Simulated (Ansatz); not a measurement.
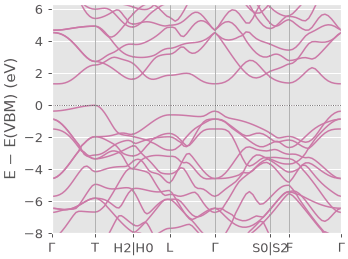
Figure. Band structure from the program Ansatz at the PBEsol level (PAW)

Task: Read off the gap and where the band edges lie.

Result: About 1.3 eV (1.34 eV by a search for the band edges); maximum at T, minimum on the Γ–T line, 10 % of the way from Γ.

Task: Pick the material that matches.
A) SiGe, R-3m (Si on 6c, Ge on 6c)
B) B, α-B12
C) AlZnInO4, R3m (Pearson symbol hR7)
D) NbCuN2, R-3m (Nb on 3b, Cu on 3a, N on 6c)

Result: B, B, α-B12

The PBEsol relaxation kept the symmetry of its start.

Potentials: the earlier of the program's two PAW sets. The files were generated under PBE; for other functionals the program regenerates the frozen cores, and for LDA and PBEsol the local potential too.
